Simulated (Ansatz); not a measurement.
## Run report: BPH$_{5}$ClO, frequency calculation

The run: frequency calculation of BPH$_{5}$ClO. Method and program: RKS PBE0/6-31G* (Ansatz 0.2.0).

It belongs to a series of runs on one base structure; here: vibrations at the highest image of the band. Figures and captions count atoms from 1; the log counts them from 0 in places.

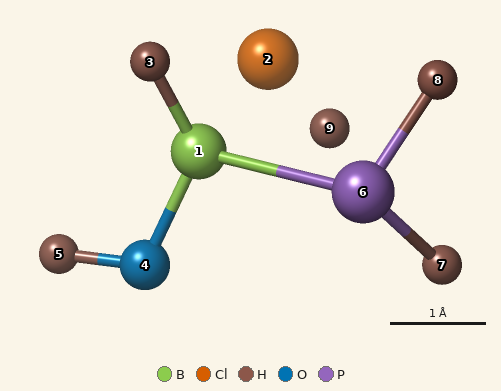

*The structure (ball-and-stick view, seen at a tilt; atoms are numbered from 1 in the order of the input).*

Bond lengths as drawn: B–H 1.19 Å, B–O 1.36 Å, B–P 2.06 Å, H–O 0.97 Å and H–P 1.42 Å.

### Input file
```yaml
crystal:
  periodic: [false, false, false]
  atoms:
    - { symbol: B, position_ang: [-0.244734, 0.265017, 0.164491] }
    - { symbol: Cl, position_ang: [-0.197691, -0.454844, 2.253517] }
    - { symbol: H, position_ang: [0.879458, 0.012738, -0.145692] }
    - { symbol: O, position_ang: [-1.402665, -0.166255, -0.414811] }
    - { symbol: H, position_ang: [-1.327729, -1.080485, -0.714775] }
    - { symbol: P, position_ang: [-0.399371, 2.312317, 0.362981] }
    - { symbol: H, position_ang: [-1.534779, 2.577769, 1.169245] }
    - { symbol: H, position_ang: [0.579597, 2.705142, 1.307549] }
    - { symbol: H, position_ang: [-0.383586, 0.986404, 1.459294] }
basis:
  gaussian: { orbitals: "6-31G*" }
hamiltonian:
  xc: pbe0
phonons: {}
```

Machine: 1 thread of Arm Neoverse V1, 24 GiB of memory available, shared host.

Command:
```bash
ansatz run input.yaml --threads 1 --pin off --max-ram 2048MiB --backend cpu --events-out ev --progress --plain --runs-dir out
```

### Output
```
Engine: ansatz 0.2.0, aarch64-unknown-linux-gnu
Functional definition: PBE0
  parameter a = 0.25
  parameter kappa = 0.804
  parameter beta = 0.06672455060314922
  exchange = (1 - a)*pbe_x(kappa = kappa, mu = beta*pi^2/3) + a*exact_x
  correlation = pbe_c(beta = beta)
831 factors; integrals over basis functions are off by at most 5.9e-4 eV
mean field evaluation 1: about -24601.1900 eV, gradient 4.1e1 eV
mean field evaluation 2: about -24597.4088 eV, gradient 6.2e1 eV
mean field evaluation 4: about -24604.1624 eV, gradient 1.9e0 eV
mean field evaluation 8: about -24604.1942 eV, gradient 6.4e-2 eV
mean field -24604.19422510 eV, -904.1874604507 hartree, gradient 7.4e-5 eV, S^2 0.000000; 0 other end points of the search recorded, 0 dependent functions left out
the calculation of the forces begins
reference -24604.19424798 eV, -904.1874612915 hartree; 25, 25 occupied and 53, 53 virtual orbitals, 831 factors
these checks for a lower state are left out or cut short: stability, starts, cluster_reference, orbital_swaps, neighbouring_geometries, increment
831 factors; integrals over basis functions are off by at most 5.9e-4 eV
mean field evaluation 16: about -24604.1737 eV, gradient 1.8e-1 eV
mean field -24604.19405680 eV, -904.1874542658 hartree, gradient 2.6e-6 eV, S^2 0.000000; 0 other end points of the search recorded, 0 dependent functions left out
[... from here on the field's lines of each further geometry are left out, up to the last ...]
the calculation of the forces begins
reference -24604.19420883 eV, -904.1874598525 hartree; 25, 25 occupied and 53, 53 virtual orbitals, 831 factors
these checks for a lower state are left out or cut short: stability, starts, cluster_reference, orbital_swaps, neighbouring_geometries, increment
831 factors; integrals over basis functions are off by at most 5.9e-4 eV
mean field -24604.19424513 eV, -904.1874611866 hartree, gradient 1.6e-6 eV, S^2 0.000000; 0 other end points of the search recorded, 0 dependent functions left out
the calculation of the forces begins
reference -24604.19426801 eV, -904.1874620274 hartree; 25, 25 occupied and 53, 53 virtual orbitals, 831 factors
WARN: phonons: modes at or below zero, which the zero-point energy, F, S and C_V leave out: 1, the lowest at -704.23 cm⁻¹. A minimum has none, and a first-order saddle one
Total energy: -24604.19424798 eV, -904.1874612915 hartree
Atom 0 at    -0.244734     0.265017     0.164491 Å, force     0.000302    -0.001265     0.011141 eV/Å
Atom 1 at    -0.197691    -0.454844     2.253517 Å, force     0.001119    -0.000689     0.005783 eV/Å
Atom 2 at     0.879458     0.012738    -0.145692 Å, force     0.000005     0.003060    -0.003099 eV/Å
Atom 3 at    -1.402665    -0.166255    -0.414811 Å, force    -0.008905     0.008137    -0.002257 eV/Å
Atom 4 at    -1.327729    -1.080485    -0.714775 Å, force     0.003701    -0.007729    -0.002690 eV/Å
Atom 5 at    -0.399371     2.312317     0.362981 Å, force     0.006897     0.000733     0.005361 eV/Å
Atom 6 at    -1.534779     2.577769     1.169245 Å, force    -0.002044    -0.002932    -0.000531 eV/Å
Atom 7 at     0.579597     2.705142     1.307549 Å, force    -0.000852    -0.000752    -0.001850 eV/Å
Atom 8 at    -0.383586     0.986404     1.459294 Å, force    -0.000223     0.001438    -0.011857 eV/Å
Dipole moment:     0.009641     0.234733    -0.284986 e Å
Vibrations: -704.23 188.37 249.34 271.77 295.46 357.19 428.74 600.77 661.73 778.26 957.24 969.49 1029.14 1123.94 1154.54 1295.62 1394.74 2473.34 2497.21 2698.76 3845.58 cm⁻¹, zero-point energy 1.442632 eV
```

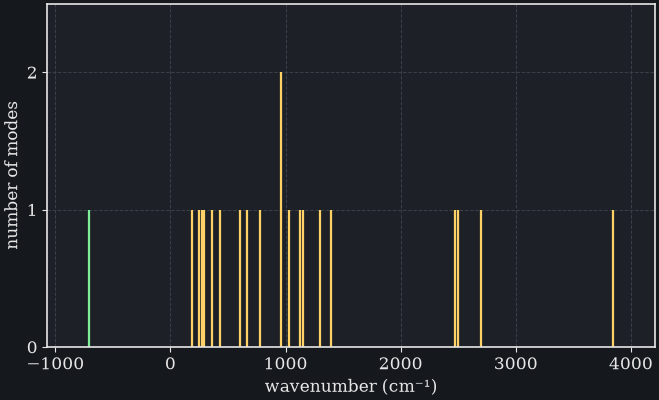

*Harmonic vibrational wavenumbers from the force constants; neighbouring modes closer than 21 cm⁻¹ are counted in one stick, and imaginary ones are drawn at negative wavenumbers.*

21 modes from 704i to 3846 cm⁻¹, 1 imaginary beyond 8i (704i cm⁻¹): a first-order saddle point, if the geometry is stationary.

### Summary

```json
{"quantity": "outcome", "value": "converged"}
{"quantity": "total energy", "value": "−24604.1942 eV"}
{"quantity": "mean-field energy", "value": "−24604.1942 eV"}
{"quantity": "largest force (length of the vector)", "value": "0.012 eV/Å"}
{"quantity": "wall time", "value": "2.3 min"}
{"quantity": "peak memory", "value": "0.15 GiB"}
```
